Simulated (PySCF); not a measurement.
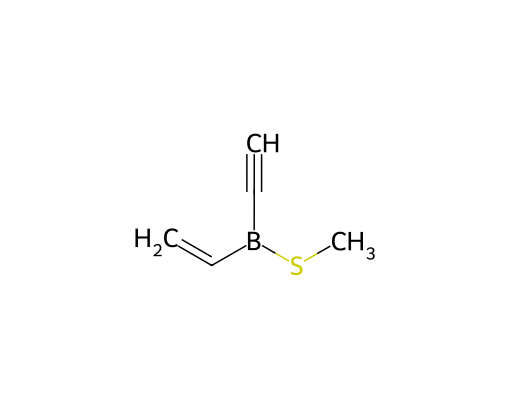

Computed geometry: GFN2-xTB optimisation. No frequency run is at hand to confirm it as a minimum. Level of theory: PBE0/def2-SVPD, gas phase (PySCF 2.14.0). Excitations: vertical, linear response.

Predict the main results.

The species is C5H7BS (`C#CB(C=C)SC`).
- dipole moment: 1.22 D
- HOMO energy (Kohn–Sham orbital): −7.16 eV
- LUMO energy (Kohn–Sham orbital): −2.05 eV
- HOMO–LUMO gap: 5.11 eV
- mean static polarisability: 96.4 bohr³
- lowest vertical singlet excitation: 4.37 eV
- its oscillator strength: 0.125
- brightest of the 8 lowest singlets: 5.31 eV
- its oscillator strength: 0.24

The geometry is semi-empirical. Around B such bond lengths and angles can be off by a tenth of an ångström or more and by several degrees, and values that hang on the shape move with them.
